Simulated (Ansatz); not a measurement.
Ge$_{2}$H$_{5}$OBrF$_{2}$: several calculations on one system

### Relaxation

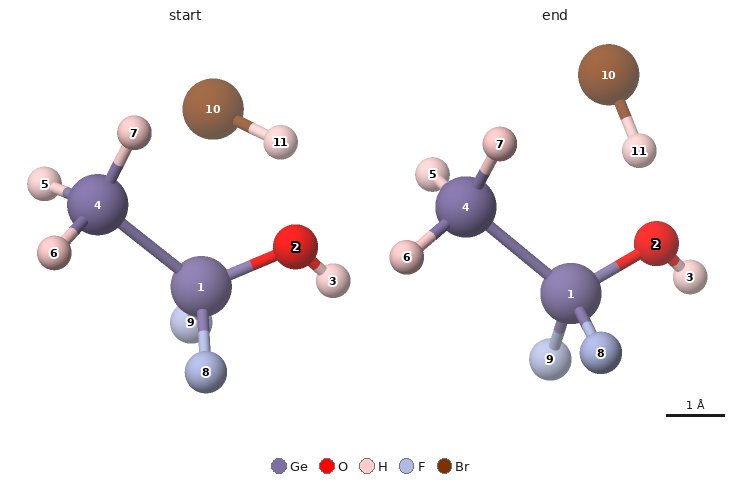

The structure of Ge2H5OBrF2 before (left) and after (right) a relaxation, at one scale.

Style: ball-and-stick. Shown from a free direction.

The run prepares an end point of a later path (reaction) calculation, from a guessed geometry.

Level of theory: RKS PBE/def2-SVP in Ansatz 0.2.0.

Input file:
```yaml
crystal:
  periodic: [false, false, false]
  atoms:
    - { symbol: Ge, position_ang: [0.006955, 0.040054, -0.006722] }
    - { symbol: O, position_ang: [-0.12812, 0.180953, 1.763426] }
    - { symbol: H, position_ang: [-1.056333, 0.074145, 2.049624] }
    - { symbol: Ge, position_ang: [2.273923, 0.070913, -0.890425] }
    - { symbol: H, position_ang: [2.570458, -1.290851, -1.548793] }
    - { symbol: H, position_ang: [2.304023, 1.214226, -1.934307] }
    - { symbol: H, position_ang: [3.236676, 0.378991, 0.278004] }
    - { symbol: F, position_ang: [-0.914565, 1.402693, -0.629208] }
    - { symbol: F, position_ang: [-1.000082, -1.315316, -0.484951] }
    - { symbol: Br, position_ang: [1.781529, -2.645927, 1.617621] }
    - { symbol: H, position_ang: [1.046035, -1.574481, 2.383031] }
basis:
  gaussian: { orbitals: def2-SVP }
hamiltonian:
  xc: pbe
relax:
  f_tol: 0.03
  max_steps: 50
```

Command:
```bash
ansatz run input.yaml --threads 4 --pin off --max-ram 5120MiB --backend cpu --events-out ev --progress --plain --runs-dir out
```

> Describe what moved and what it gained.

The energy falls by 17.2 kJ/mol in 16 geometry steps. The largest force component goes from 0.75 to 0.029 eV/Å. Br10 moves most after the best rigid fit: 0.87 Å. By element the largest moves are Br 0.87 Å, F 0.83 Å, H 0.69 Å, O 0.57 Å, Ge 0.18 Å. Among the contacts that change: Br10–H11 1.508 → 1.475 Å, Ge1–O2 1.781 → 1.808 Å, Ge1–F8 1.759 → 1.753 Å, Ge4–H7 1.545 → 1.541 Å. Among the angles between lasting bonds that change: Ge4–Ge1–F8 110.5° → 113.6°, O2–Ge1–Ge4 115.5° → 113.2°, O2–Ge1–F9 106.8° → 104.6°. Groups turn about Ge1–Ge4 by about 40°.

Limits of the set-up: the start holds two separate molecules, 2.2 Å apart at their closest, whose relative position is a soft coordinate and is computed without a dispersion correction.

### Relaxation

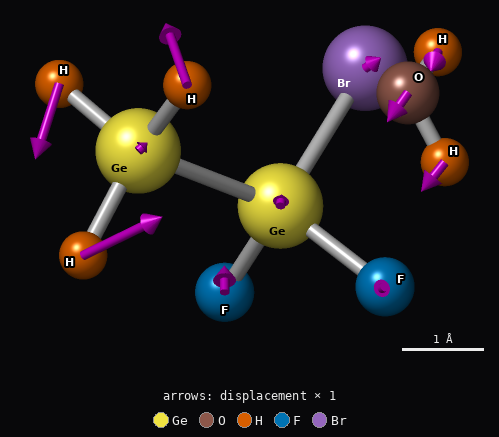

This is a relaxation of Ge2H5OBrF2. The starting structure is drawn; purple arrows show the displacements, at their true length. The two geometries are superimposed by the best rigid fit.

The picture is a ball-and-stick view, seen from a free direction.

The run prepares an end point of a later path (reaction) calculation, from a guessed geometry.

Computed with RKS PBE/def2-SVP (Ansatz 0.2.0). Settings: no spin polarisation; force threshold 0.03 eV/Å; at most 50 steps.

Which element moves most?

Hydrogen: up to 1.31 Å, against 0.46 Å for oxygen.

What happened in the run?

After 19 accepted moves (20 points after the start) the energy has fallen by 0.109 eV. The largest force component goes from 0.59 to 0.0096 eV/Å. The line search rejected the trial step at point 1 of the run. The forces were under the threshold at step 7, but the run went on from there. An H atom moves most after the best rigid fit: 1.31 Å. Largest moves by element: H 1.31 Å, O 0.46 Å, F 0.43 Å, Br 0.27 Å, Ge 0.20 Å. Among the contacts that change: Ge–O 2.965 → 2.809 Å, Br–Ge 2.384 → 2.336 Å, H–O 0.991 → 0.978 Å, F–Ge 1.766 → 1.774 Å. Among the angles between lasting bonds that change: Ge–Ge–F 108.6° → 111.9°, Ge–Ge–F 117.4° → 114.7°, Ge–Ge–H 105.0° → 107.4°. Groups turn about Ge–Ge by about 55°.

### Path

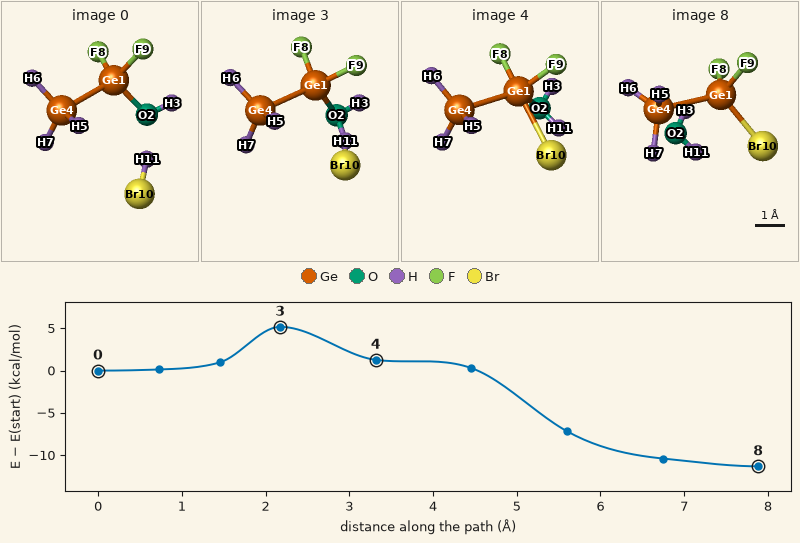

NEB run on Ge₂H₅OBrF₂. Images are numbered from 0 (start) to 8 (end). The picture is a ball-and-stick view, seen at a tilt.

The calculation used RKS PBE/def2-SVP in Ansatz 0.2.0. Set-up: 7 movable images; climbing image; force threshold 0.05 eV/Å; iteration limit 60; starting path through a guess of the saddle point.

Read off the barrier and say what moves.

Answer. Breaking: Br10–H11 (1.47 → 1.78 at the top → 2.89 Å), Ge1–O2 (1.81 → 1.93 at the top → 2.81 Å). Forming: Ge1–Br10 (4.15 → 3.07 at the top → 2.34 Å), O2–H11 (1.74 → 1.15 at the top → 0.98 Å). The highest point, image 3, lies 5.2 kcal/mol above the start and 16.5 kcal/mol above the end; the end is at −11.3 kcal/mol relative to the start. The band converged in 21 iterations. The largest component of the band force went from 5.6 to 0.042 eV/Å. The climbing image converged on the top of the path. Its vibrational analysis gives one imaginary mode (129i cm⁻¹), as a transition state must have.

The run took 6.5 min on 4 threads of Arm Neoverse V1 (shared host), peak memory 0.3 GiB.
